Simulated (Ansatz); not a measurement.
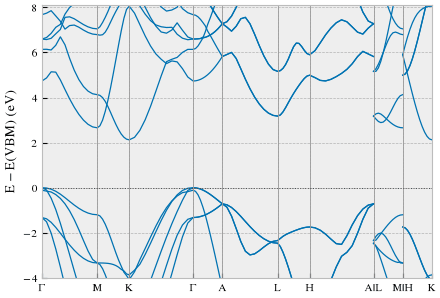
Band structure from DFT-PBEsol in the program Ansatz with PAW potentials

Q: Read off the gap and where the band edges lie.

A: About 2.1 eV (2.12 eV by a search for the band edges); maximum at Γ, minimum at K.

The material is SiC (wurtzite, P6_3mc).

The PBEsol relaxation kept the symmetry of its start.

Potentials: the later of the program's two PAW sets.
